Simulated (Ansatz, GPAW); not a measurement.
# Optical response of Ca3GeP (model structure), part 3 of 3

Aim: the dielectric function of Ca3GeP (model structure), and the optical constants that follow from it. The cell was made here by substitution or stacking, whether or not such a phase is known. It was built so: All N replaced by P in the Pm-3m structure of Ca3GeN. The cell is first relaxed with Ansatz.

GPAW 26.7.0; DFT, RPBE, plane-wave PAW (GPAW data sets), scalar-relativistic, RPA, optical limit.

So far. Step 3 (Ground state): There are states at the Fermi level within the smearing, so the occupations stay smeared and the carriers get a Drude term.

## Step 5: Dielectric function, RPA (continued)

Values under 1 per cm are given as 1; sum at mesh points, not converged in k. Table of absorption coefficient, E ∥ x by photon energy:

```csv
photon energy (eV),"absorption coefficient, E ∥ x (1/cm)"
1.01,1.4e5
1.99,3.4e5
3.02,6.4e5
3.98,7.1e5
4.98,6.8e5
6.02,6.9e5
6.99,7.8e5
8.03,9.1e5
9.02,7.3e5
10.03,8.4e5
11.03,4.5e5
12.02,4.3e5
13.00,3.3e5
14.04,2.4e5
```

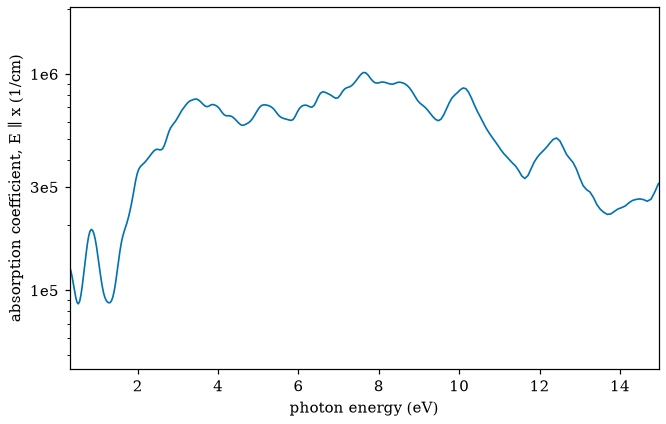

Absorption coefficient, E ∥ x against photon energy.

The reflectivity at normal incidence, E ∥ x has structure finer than the step of the table below, so its rows give means over 1 eV, whole bins alone (the curve runs from 0.305 to 15.0 eV). Peaks (eV: height): 0.8: 43.3, 3.5: 44.3, 5.2: 28.8, 8.8: 35.5, 10.3: 33.9.

Sum at mesh points, not converged in k. Table of reflectivity at normal incidence, E ∥ x by photon energy; means over each step:

```csv
photon energy (eV),"reflectivity at normal incidence, E ∥ x (%)"
1,31.6
2,35.2
3,39.6
4,36.7
5,26.2
6,21.1
7,24.4
8,31.4
9,28.8
10,24.4
11,18.9
12,7.63
13,7.82
14,2.94
```

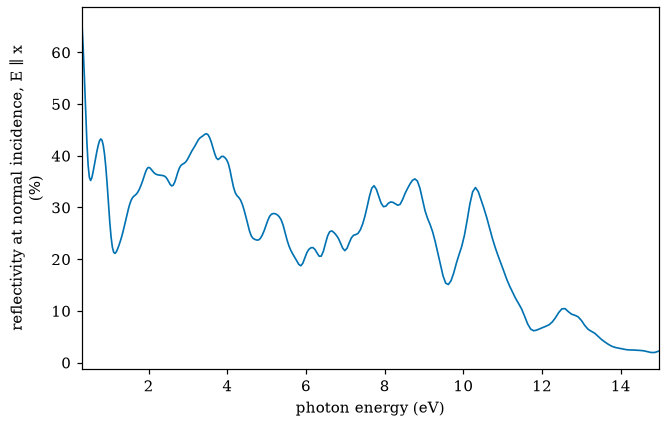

Reflectivity at normal incidence, E ∥ x, plotted against photon energy.

The Im ε, E ∥ x has structure finer than the step of the table below, so its rows give means over 1 eV, whole bins alone (the curve runs from 0.305 to 15.0 eV). Peaks (eV: height): without local fields 0.7: 14.7, 2.0: 14.7, 2.7: 13.4; with local fields 0.7: 14.1, 2.0: 10.9.

Sum at mesh points, not converged in k. Table of Im ε, E ∥ x by photon energy; means over each step:

```csv
photon energy (eV),without local fields,with local fields
1,8.15,7.60
2,11.9,9.03
3,10.4,9.08
4,4.31,4.36
5,3.68,3.14
6,3.16,2.61
7,2.80,2.56
8,1.61,1.80
9,0.977,0.936
10,0.765,0.892
11,0.471,0.408
12,0.522,0.468
13,0.301,0.328
14,0.312,0.258
```

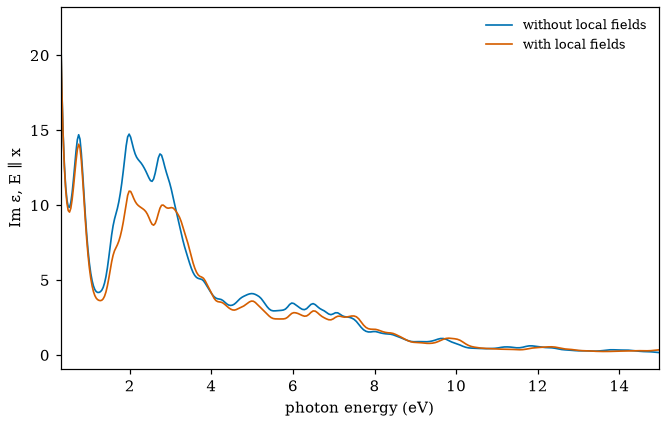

Im ε, E ∥ x against photon energy.

The loss function −Im 1/ε at q → 0, E ∥ x has structure finer than the step of the table below, so its rows give means over 1 eV, whole bins alone (the curve runs from 0.305 to 15.0 eV). Peaks (eV: height): 9.4: 1.27, 11.0: 2.44, 12.7: 1.76.

Sum at mesh points, not converged in k. The loss function −Im 1/ε at q → 0, E ∥ x by energy loss; means over each step:

```csv
energy loss (eV),"loss function −Im 1/ε at q → 0, E ∥ x"
1,0.0809
2,0.0684
3,0.104
4,0.223
5,0.318
6,0.382
7,0.388
8,0.485
9,0.939
10,1.06
11,2.21
12,1.39
13,1.50
14,0.726
```

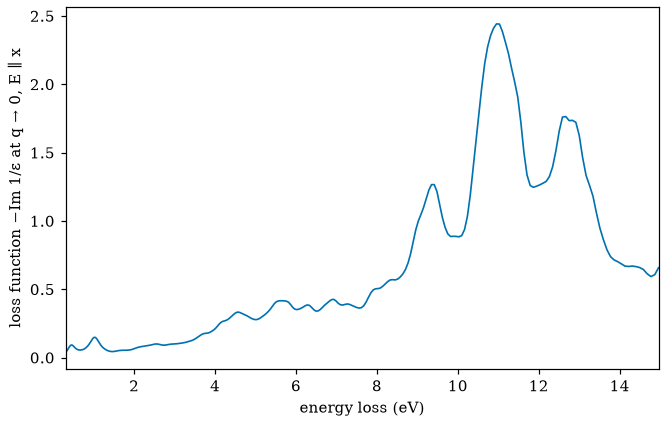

Loss function −Im 1/ε at q → 0, E ∥ x against energy loss.

Optical constants at common wavelengths, from n + ik = √ε:

```csv
wavelength (nm),n,k,R (%),1/α
1550,2.94,2.267,43.1,54 nm
1064,2.39,0.806,21.3,105 nm
532,2.71,1.798,36.2,24 nm
450,2.61,1.887,37.1,19 nm
405,2.30,2.133,40.4,15 nm
365,1.74,2.216,44.0,13 nm
248,1.32,1.357,26.9,15 nm
```

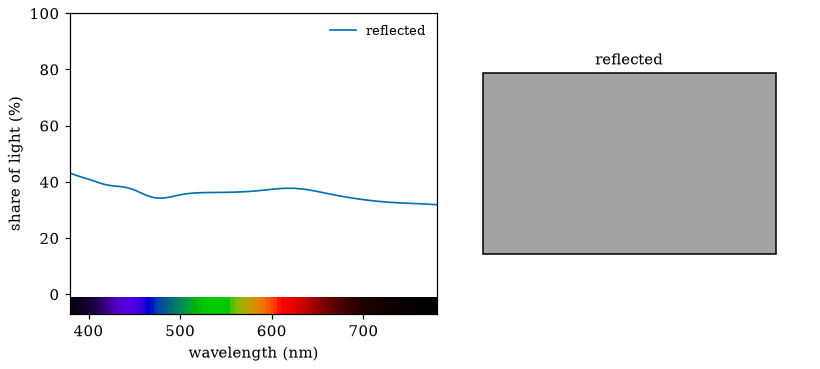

Light reflected across the visible range, with the colour that it makes of daylight (sRGB).

A polished face would reflect 36 % of daylight and look grey (CIE x = 0.315, y = 0.327 under D65).

## Step 6: Results

```yaml
centre_of_weight_of_the_strongest_loss_peak_in_the_window_first_axis: 11.4 eV
```

**Reading.** At this level (RPBE, RPA) Ca3GeP is a metal. The mesh is too coarse to trust the carriers' weight, the reflectivity or the colour to better than tens of per cent. The cell grew by 31.6 % in volume. A polished face would reflect 36 % of daylight and look grey (CIE x = 0.315, y = 0.327 under D65). The carriers' damping of 0.1 eV is typed, not computed; it shapes the response at the lowest energies. The cell grew by 32 % in the relaxation, which can come from the guessed start or, where layers or molecules are weakly bound, from the missing dispersion term; a larger cell lowers ε. GPAW's carrier term has the form −ωp²/(ω + i·rate)², which damps like twice the rate and fails at low energy, so the curves leave the lowest energies out. The sum runs over mesh points 0.19 Å⁻¹ apart with no interpolation, so peaks are partly noise of the mesh, and the Drude plasma energy, a sum over the Fermi surface, isn't converged.

[Machine, clock and banner lines and Python warnings are left out of the logs.]

[Logs are printed without paths, hosts, clocks, repeated set-up lines and the standing remarks that a program may print on its own settings, such as how far it seeks lower states.]

[Hosts, paths, dates, database ids (printed as entryN), source tags and the programs' standing remarks are cut or masked in the printed files.]
